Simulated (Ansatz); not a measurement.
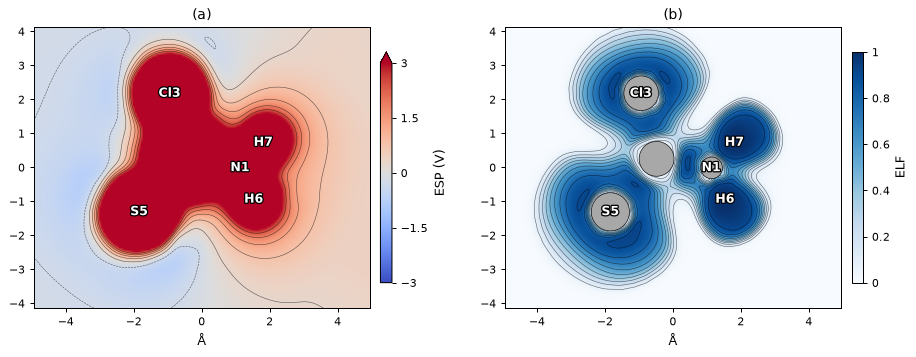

The picture shows: ClH$_{4}$NSSi$_{2}$. (a) electrostatic potential; (b) electron localisation function on the plane of atoms H6, N1 and H7. Grey discs cover the atomic cores in the ELF map.

These are results of RKS PBE0-D4/def2-SVP (Ansatz), not measurements.

The calculation's input:

```
crystal:
  periodic: [false, false, false]
  atoms:
    - { symbol: "N", position_ang: [0.813, 1.3601, 0.948] }
    - { symbol: Si, position_ang: [0.6256, -0.1314, 0.2353] }
    - { symbol: Cl, position_ang: [1.4601, -1.5586, 1.3657] }
    - { symbol: Si, position_ang: [-0.5246, -0.6683, -1.5416] }
    - { symbol: S, position_ang: [-1.4909, -0.3843, 0.3694] }
    - { symbol: H, position_ang: [-0.1885, 1.7394, 1.1185] }
    - { symbol: H, position_ang: [1.2001, 1.2933, 1.8662] }
    - { symbol: H, position_ang: [-1.0487, 0.3884, -2.4794] }
    - { symbol: H, position_ang: [-0.7575, -2.0849, -1.8991] }
basis:
  gaussian: { orbitals: def2-SVP }
hamiltonian:
  xc: pbe0
  dispersion: d4
relax:
  f_tol: 0.015
  max_steps: 40
output:
  orbitals: {}
```

Command:

```sh
ansatz run input.yaml --threads 2 --pin off --max-ram 3072MiB --backend cpu --events-out ev --progress --plain --runs-dir out
```

The fields are those of the run's last geometry, not of the input's.

### Read the bonding off the picture.

- The section cuts through N, Cl, S and H sites.
- N–H (1.01 Å): the ELF climbs to about 1 towards the hydrogen, as it does in any bond to H (a covalent bond by its length).
- The ELF also peaks beside S5 and Cl3, away from the bonds: lone-pair regions.
- Outside the dense part of the molecule the potential is most negative (−0.7 V) near S5.
